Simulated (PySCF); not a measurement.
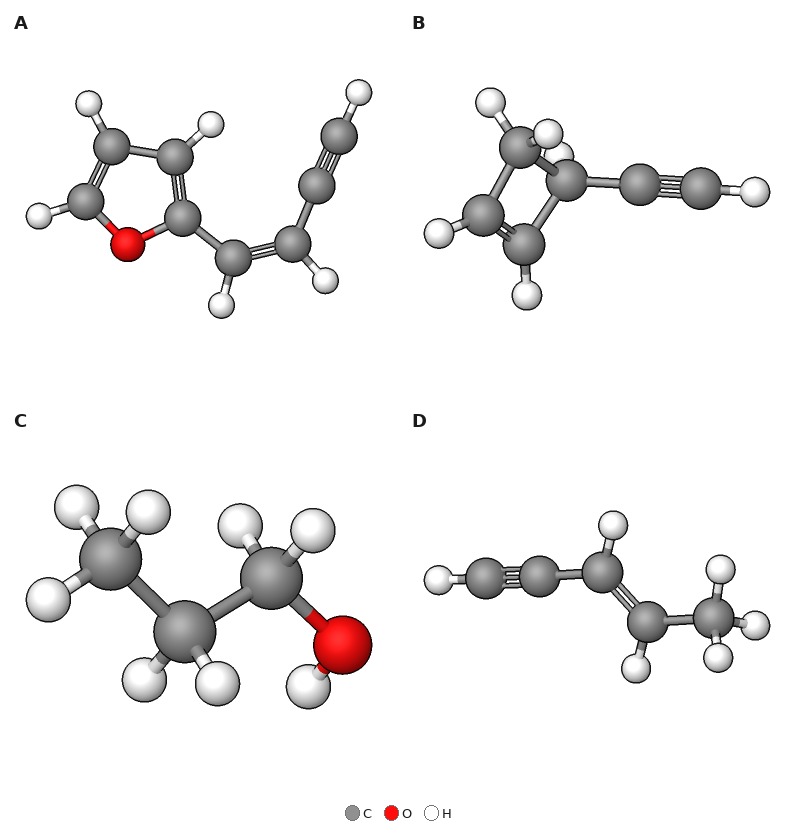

Figure made from data computed with PySCF.

**Match each picture to its SMILES.**
(1) C#C[C@H]1C=CC1
(2) C#C/C=C\c1ccco1
(3) CCCO
(4) C#C/C=C/C

A is (2), B is (1), C is (3), D is (4).
